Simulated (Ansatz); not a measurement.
# A workflow on C2H6OS (dimethyl sulfoxide)

Wanted: a series of 18 runs (HF/STO-3G, UHF/STO-3G, HF/3-21G, UHF/3-21G, HF/6-31G*, UHF/6-31G*, B3LYP/6-31G*, PBE/def2-SVP, and more) of C2H6OS. 

The calculation is run with Ansatz 0.2.0.

**1. The molecule**

C2H6OS: 10 atoms, total charge 0, spin state singlet. SMILES: `CS(C)=O`. The shape is that of a PBE0-D4/def2-TZVP optimisation. The run starts from this shape.

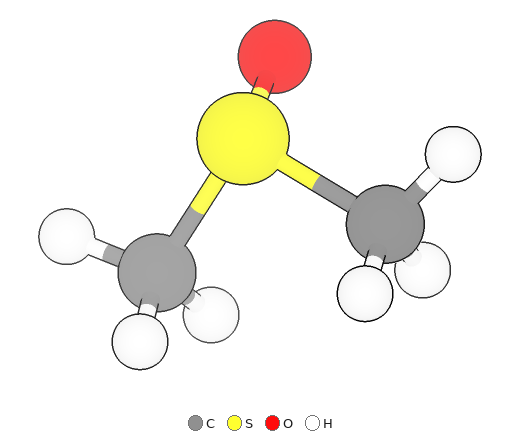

The structure, seen from a chosen angle (carbon grey, sulfur yellow, oxygen red, hydrogen white).

**2. A geometry optimisation at HF/STO-3G (start density atoms) (run 1)**

input.yaml reads:

```yaml
crystal:
  periodic: [false, false, false]
  atoms:
    - symbol: C
      position_ang: [-0.538550, 1.024850, -0.710330]
    - symbol: S
      position_ang: [0.372860, -0.522470, -0.813650]
    - symbol: C
      position_ang: [0.684560, -0.688070, 0.950140]
    - symbol: O
      position_ang: [-0.608280, -1.572080, -1.173760]
    - symbol: H
      position_ang: [-0.871540, 1.260960, -1.720890]
    - symbol: H
      position_ang: [-1.402420, 0.887630, -0.057570]
    - symbol: H
      position_ang: [0.113550, 1.818420, -0.341200]
    - symbol: H
      position_ang: [-0.268360, -0.698370, 1.482150]
    - symbol: H
      position_ang: [1.320930, 0.128790, 1.295130]
    - symbol: H
      position_ang: [1.197260, -1.639630, 1.089980]
basis:
  gaussian:
    orbitals: STO-3G
output: {orbitals: {seedname: orbitals}}
relax:
  f_tol: 0.002
hamiltonian:
  xc: hf
```

The run is started by

```
ansatz run input.yaml --threads 1 --pin off --max-ram 3480MiB --events-out events.jsonl --progress --plain --runs-dir runs
```

Log:

```text
Warning: RAYON_NUM_THREADS=1 ignored (pool sized by the plan → 1); use --threads N
The last accepted step is kept in runs//last_step.txt (removed where the run ends without a failure and the disk answers)
[... 75 lines left out ...]
Total energy: -14835.43282925 eV, -545.1921006574 hartree
[... 10 lines left out ...]
Dipole moment:     0.330792     0.589672     0.364761 e Å
```

Run time: 8.7 s. Hardware: 1 thread of Arm Neoverse V1, shared host; peak memory 0.1 GiB.

Step by step:

| step | energy from the first frame kept (eV) | largest force (eV/Å) |
| --- | --- | --- |
| 1 | 0.0000 | 10.0720 |
| 2 | -0.6908 | 5.4857 |
| 3 | -1.0956 | 2.4284 |
| 4 | -1.2147 | 1.0732 |
| 5 | -1.2474 | 0.3812 |
| 6 | -1.2547 | 0.0332 |
| 7 | -1.2552 | 0.0176 |
| 8 | -1.2553 | 0.0074 |
| 9 | -1.2553 | 0.0026 |
| 10 | -1.2553 | 0.0006 |

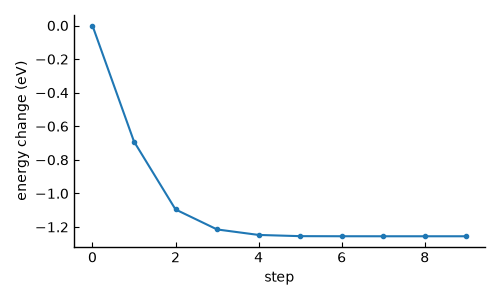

Energy along the run.

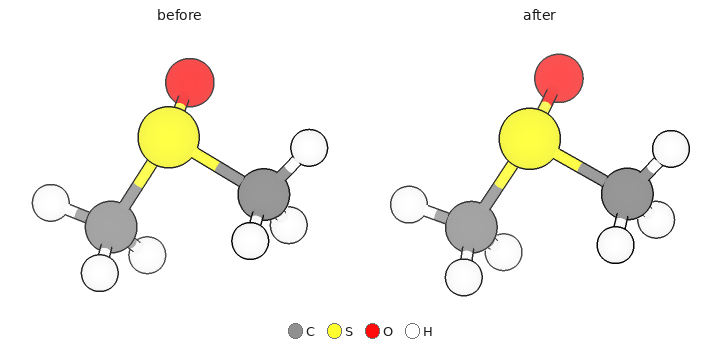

Before and after, at one scale.

After the run. Bond lengths: C1–S2 1.809 Å, S2–C3 1.809 Å, S2–O4 1.820 Å, C1–H5 1.085 Å, C1–H6 1.086 Å, C1–H7 1.086 Å, C3–H8 1.086 Å, C3–H9 1.086 Å, C3–H10 1.085 Å. Some angles: C1–S2–C3 98.5°, C1–S2–O4 102.5°, C3–S2–O4 102.5°, S2–C1–H5 108.3°, S2–C1–H6 110.6°, S2–C1–H7 110.7°, S2–C3–H8 110.6°, S2–C3–H9 110.7°, S2–C3–H10 108.3°, H5–C1–H6 108.7°.

**3. The harmonic vibrations at HF/STO-3G (start density atoms) (run 2)**

run.yaml reads:

```yaml
crystal:
  periodic: [false, false, false]
  atoms:
    - {symbol: C, position_ang: [-0.523751, 1.054887, -0.738053]}
    - {symbol: S, position_ang: [0.433499, -0.478138, -0.812549]}
    - {symbol: C, position_ang: [0.726133, -0.696126, 0.959142]}
    - {symbol: O, position_ang: [-0.846080, -1.725139, -1.156755]}
    - {symbol: H, position_ang: [-0.787244, 1.341024, -1.750699]}
    - {symbol: H, position_ang: [-1.436567, 0.907881, -0.168645]}
    - {symbol: H, position_ang: [0.060530, 1.851238, -0.286746]}
    - {symbol: H, position_ang: [-0.214279, -0.804418, 1.491088]}
    - {symbol: H, position_ang: [1.276564, 0.147688, 1.364408]}
    - {symbol: H, position_ang: [1.311204, -1.598867, 1.098809]}
basis:
  gaussian:
    orbitals: STO-3G
hamiltonian:
  xc: hf
phonons:
  temperatures: {t_min: 298.15, t_max: 298.15, t_step: 1}
```

The run is started by

```
ansatz run run.yaml --threads 1 --pin off --max-ram 3480MiB --events-out events.jsonl --progress --plain --runs-dir runs
```

Log:

```text
Warning: RAYON_NUM_THREADS=1 ignored (pool sized by the plan → 1); use --threads N
[... 326 lines left out ...]
Total energy: -14835.43277956 eV, -545.1920988315 hartree
[... 10 lines left out ...]
Dipole moment:     0.330792     0.589671     0.364761 e Å
Vibrations: 151.01 165.52 224.68 246.93 334.92 527.10 890.76 952.91 1118.58 1149.55 1180.84 1243.78 1665.73 1692.67 1798.32 1802.49 1803.73 1807.37 3565.09 3565.66 3754.26 3754.52 3762.95 3764.16 cm⁻¹, zero-point energy 2.536935 eV
```

Wall time 26 s (1 thread of Arm Neoverse V1, shared host); peak memory 0.082 GiB.

**4. The doublet cation: a single-point energy at UHF/STO-3G (start density atoms) (run 3)**

run.yaml reads:

```yaml
crystal:
  periodic: [false, false, false]
  atoms:
    - symbol: C
      position_ang: [-0.523751, 1.054887, -0.738053]
    - symbol: S
      position_ang: [0.433499, -0.478138, -0.812549]
    - symbol: C
      position_ang: [0.726133, -0.696126, 0.959142]
    - symbol: O
      position_ang: [-0.846080, -1.725139, -1.156755]
    - symbol: H
      position_ang: [-0.787244, 1.341024, -1.750699]
    - symbol: H
      position_ang: [-1.436567, 0.907881, -0.168645]
    - symbol: H
      position_ang: [0.060530, 1.851238, -0.286746]
    - symbol: H
      position_ang: [-0.214279, -0.804418, 1.491088]
    - symbol: H
      position_ang: [1.276564, 0.147688, 1.364408]
    - symbol: H
      position_ang: [1.311204, -1.598867, 1.098809]
basis:
  gaussian: {orbitals: STO-3G}
total_charge: 1
magnetization: {spin_polarized: true, initial_magnetization: 1}
hamiltonian: {xc: hf}
```

The run is started by

```
ansatz run run.yaml --threads 1 --pin off --max-ram 3480MiB --events-out events.jsonl --progress --plain --runs-dir runs
```

Log:

```text
Warning: RAYON_NUM_THREADS=1 ignored (pool sized by the plan → 1); use --threads N
Functional definition: HF
  name "HF"
  exchange = exact_x
  correlation = 0
392 factors; integrals over basis functions are off by at most 2.7e-5 eV
mean field evaluation 1: about -14820.7750 eV, gradient 3.2e1 eV
mean field evaluation 2: about -14820.9207 eV, gradient 3.2e1 eV
mean field evaluation 4: about -14831.9807 eV, gradient 5.7e0 eV
mean field evaluation 8: about -14832.7098 eV, gradient 6.8e-1 eV
mean field evaluation 16: about -14832.7819 eV, gradient 2.1e-5 eV
mean field evaluation 32: about -14832.6645 eV, gradient 3.2e-2 eV
mean field evaluation 64: about -14832.7142 eV, gradient 6.9e-1 eV
mean field evaluation 96: about -14827.0136 eV, gradient 1.2e1 eV
mean field evaluation 128: about -14832.7819 eV, gradient 3.2e-4 eV
mean field -14832.78190823 eV, -545.0946811067 hartree, gradient 5.0e-6 eV, S^2 0.926614; 5 other end points of the search recorded, 0 dependent functions left out
reference -14832.78190823 eV, -545.0946811067 hartree; 21, 20 occupied and 9, 10 virtual orbitals, 392 factors
Total energy: -14832.78190823 eV, -545.0946811067 hartree
```

It took 0.83 s on 1 thread of Arm Neoverse V1, shared host; peak memory 0.082 GiB.

Runs 4 to 17 aren't shown in full; the table further down has their settings and results.

**5. Vibrational wavenumbers at MP2/6-31G(d) (Cartesian functions, start density atoms) (run 18)**

molecule.yaml reads:

```yaml
crystal:
  periodic: [false, false, false]
  atoms:
    - {symbol: C, position_ang: [-0.534590, 1.028378, -0.711771]}
    - {symbol: S, position_ang: [0.366552, -0.535885, -0.822821]}
    - {symbol: C, position_ang: [0.689503, -0.686490, 0.950406]}
    - {symbol: O, position_ang: [-0.632550, -1.607961, -1.193111]}
    - {symbol: H, position_ang: [-0.864917, 1.286335, -1.719568]}
    - {symbol: H, position_ang: [-1.408609, 0.896653, -0.068572]}
    - {symbol: H, position_ang: [0.118619, 1.814682, -0.324739]}
    - {symbol: H, position_ang: [-0.261018, -0.710738, 1.489751]}
    - {symbol: H, position_ang: [1.310820, 0.144671, 1.293759]}
    - {symbol: H, position_ang: [1.216200, -1.629615, 1.106665]}
basis:
  gaussian: {orbitals: "6-31G*"}
phonons: {temperatures: {t_min: 298.15, t_max: 298.15, t_step: 1}}
correlation: {method: mp2}
```

The run is started by

```
ansatz run molecule.yaml --threads 1 --pin off --max-ram 3480MiB --events-out events.jsonl --progress --plain --runs-dir runs
```

Log:

```text
Warning: RAYON_NUM_THREADS=1 ignored (pool sized by the plan → 1); use --threads N
[... 26 lines left out ...]
8 core orbitals not correlated: weight in the atoms' cores, before any rotation towards them, 1.000 or more for the frozen orbitals, at most 0.000 for the correlated occupied ones
[... 144 lines left out ...]
8 core orbitals not correlated: weight in the atoms' cores, before any rotation towards them, 1.000 or more for the frozen orbitals, at most 0.000 for the correlated occupied ones
[... 144 lines left out ...]
8 core orbitals not correlated: weight in the atoms' cores, before any rotation towards them, 1.000 or more for the frozen orbitals, at most 0.000 for the correlated occupied ones
[... 145 lines left out ...]
Dipole moment:     0.295227     0.649503     0.452677 e Å
[... 1 line left out ...]
Checks for a lower state left out: cluster_reference
```

Run time: 2.6 min. Hardware: 1 thread of Arm Neoverse V1, shared host; peak memory 0.15 GiB.

**6. The series**

| run | level | task | walk f tol | partner | energy (Eh) | dipole moment (D) | wall time |
| --- | --- | --- | --- | --- | --- | --- | --- |
| 1 | HF/STO-3G (start density atoms) | optimise | 0.002 | base | -545.192101 | 3.69 | 8.7 s |
| 2 | HF/STO-3G (start density atoms) | frequencies | – | base | -545.192099 | 3.69 | 26 s |
| 3 | UHF/STO-3G (start density atoms) | energy | – | cation | -545.094681 | – | 0.83 s |
| 4 | UHF/STO-3G (start density atoms) | optimise | – | cation | -545.100729 | – | 9.6 s |
| 5 | HF/3-21G (start density atoms) | optimise | 0.002 | base | -548.679126 | 4.91 | 10 s |
| 6 | HF/3-21G (start density atoms) | frequencies | – | base | -548.679126 | 4.91 | 29 s |
| 7 | UHF/3-21G (start density atoms) | energy | – | cation | -548.442145 | – | 1.4 s |
| 8 | UHF/3-21G (start density atoms) | optimise | – | cation | -548.447648 | – | 14 s |
| 9 | HF/6-31G* (Cartesian functions, start density atoms) | optimise | 0.002 | base | -551.537274 | 4.50 | 14 s |
| 10 | HF/6-31G* (Cartesian functions, start density atoms) | frequencies | – | base | -551.537274 | 4.50 | 74 s |
| 11 | UHF/6-31G* (Cartesian functions, start density atoms) | energy | – | cation | -551.259965 | – | 2.4 s |
| 12 | UHF/6-31G* (Cartesian functions, start density atoms) | optimise | – | cation | -551.268790 | – | 27 s |
| 13 | B3LYP/6-31G* (Cartesian functions, start density atoms) | optimise | 0.002 | base | -553.186937 | 3.93 | 29 s |
| 14 | B3LYP/6-31G* (Cartesian functions, start density atoms) | frequencies | – | base | -553.186937 | 3.93 | 2.4 min |
| 15 | PBE/def2-SVP (start density atoms) | optimise | 0.002 | base | -552.581259 | 3.58 | 31 s |
| 16 | PBE/def2-SVP (start density atoms) | frequencies | – | base | -552.581259 | 3.58 | 1.7 min |
| 17 | MP2/6-31G* (Cartesian functions, start density atoms) | optimise | 0.002 | base | -552.112324 | 4.06 | 24 s |
| 18 | MP2/6-31G* (Cartesian functions, start density atoms) | frequencies | – | base | -552.112324 | 4.06 | 2.6 min |

**7. What came out**

| quantity | value |
| --- | --- |
| run 18, MP2/6-31G*: total energy | -552.11232 Eh |
| run 18, MP2/6-31G*: dipole moment (correlated density) | 4.06 D |
| run 18, MP2/6-31G*: correlation energy (8 core orbitals frozen) | -576.5 mEh |
| run 18, MP2/6-31G*: largest force on an atom | 0.001 eV/Å |
| run 18, MP2/6-31G*: lowest harmonic wavenumber | 184 cm⁻¹ |
| run 18, MP2/6-31G*: highest harmonic wavenumber | 3232 cm⁻¹ |
| run 18, MP2/6-31G*: zero-point energy | 215.4 kJ/mol |
| vertical ionisation energy (to the doublet cation), in doubt, HF/STO-3G | 2.651 eV |
| vertical ionisation energy (to the doublet cation), HF/3-21G | 6.449 eV |
| vertical ionisation energy (to the doublet cation), HF/6-31G* | 7.546 eV |
| adiabatic ionisation energy (to the doublet cation, no zero-point term), HF/STO-3G | 2.486 eV |
| adiabatic ionisation energy (to the doublet cation, no zero-point term), HF/3-21G | 6.299 eV |
| adiabatic ionisation energy (to the doublet cation, no zero-point term), HF/6-31G* | 7.306 eV |

At HF/STO-3G: removing an electron at fixed nuclei costs 2.65 eV (61 kcal/mol). This ionisation energy lies far from the orbital energy or is small for a neutral ground state: the minimal basis may be the cause, the hole may sit in another orbital, or the first species is not in its lowest state. Its partner is spin-contaminated (⟨S²⟩ = 0.93 against 0.75), so the difference is in doubt. In a minimal basis such a difference can be off by several eV, whatever the method. At HF/3-21G: the vertical ionisation energy comes to 6.45 eV (149 kcal/mol). At HF/6-31G*: removing an electron at fixed nuclei costs 7.55 eV (174 kcal/mol). Totals of different functionals can't be ranked against each other. In runs 1, 2, 3, 4 the basis is minimal, so the values are rough. Spin contamination of the reference: run 3 ⟨S²⟩ = 0.93. All runs together took 12 min, the longest 2.6 min.
